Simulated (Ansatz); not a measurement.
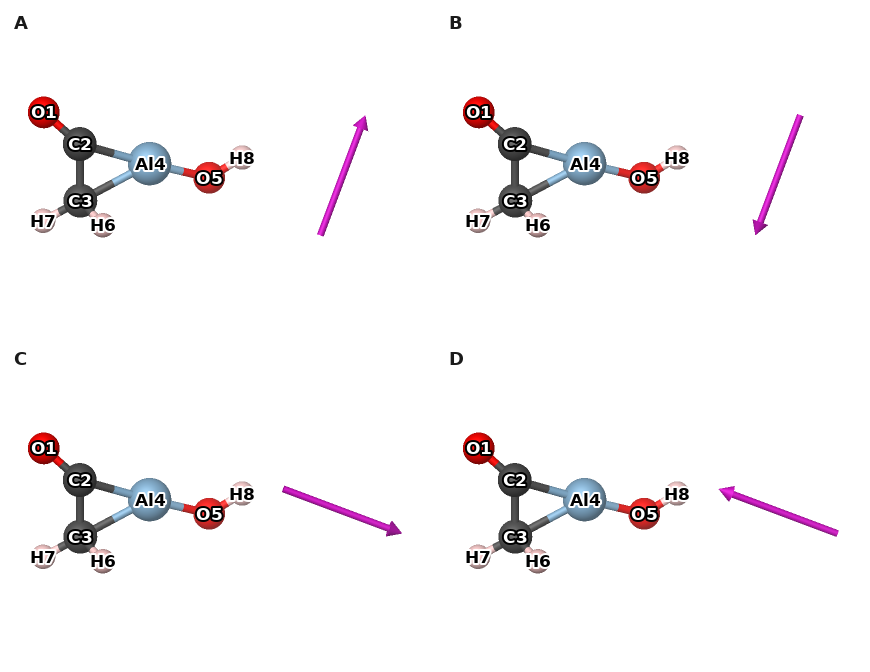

The same molecule four times, each with an arrow. Computed geometry: PBE0-D4/def2-TZVP optimisation. Method: RKS PBE0-D4/def2-TZVP (Ansatz 0.2.0).

**Which arrow points along the dipole moment, from the negative to the positive end?**

C. The dipole moment is 3.30 D; it points from the side of O1 to the side of H8 (the outermost atoms at the two ends).
